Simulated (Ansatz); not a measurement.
## Breaking a bond in SnF2 (SMILES [F][Sn][F])

SnF2: 3 atoms, total charge 0, spin state singlet. SMILES: `[F][Sn][F]`. Geometry: a GFN2-xTB relaxation, a rough one for these elements and not checked as a minimum.

```xyz
3

Sn    0.0053   -0.0076   -0.8651
F     1.6183   -0.0212    0.4431
F    -1.6236    0.0288    0.4221
```

The Sn1–F3 distance is scanned; the parts on either side stay rigid. Basis STO-3G, 20 core orbitals frozen in the correlated methods; program Ansatz 0.2.0. FCI is exact within this basis and core. Energies in eV from each method's value at 2.076 Å; methods without a U are spin-restricted; a dash marks a point that is missing or didn't converge. The shape above is that at 2.076 Å.

```
distance (Å)  SVWN5  BLYP  CAM-B3LYP  HSE06   MP2  CCSDT(Q)   FCI
       2.076   0.00  0.00       0.00   0.00  0.00      0.00  0.00
       2.596   2.33  2.14       2.64   2.45  2.47      1.87  1.87
       3.115   4.38  4.07       5.02   4.66  4.12      2.90  2.89
       4.153   5.85  5.51       7.03   6.37  3.25      3.18  3.15
       5.191   6.02  5.68       7.46   6.62  0.82         –  3.15
```

Departure from the FCI curve at its largest: SVWN5 +2.86 eV at 5.19 Å; BLYP +2.53 eV at 5.19 Å; CAM-B3LYP +4.31 eV at 5.19 Å; HSE06 +3.47 eV at 5.19 Å; MP2 -2.33 eV at 5.19 Å; CCSDT(Q) +0.03 eV at 4.15 Å. The curve of MP2 turns over, which the reference doesn't. Functionals converge differently with the basis, so for them the departure isn't an error alone.

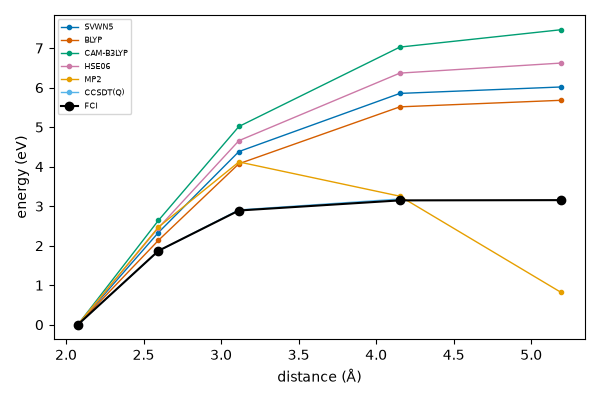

The curves of the table.
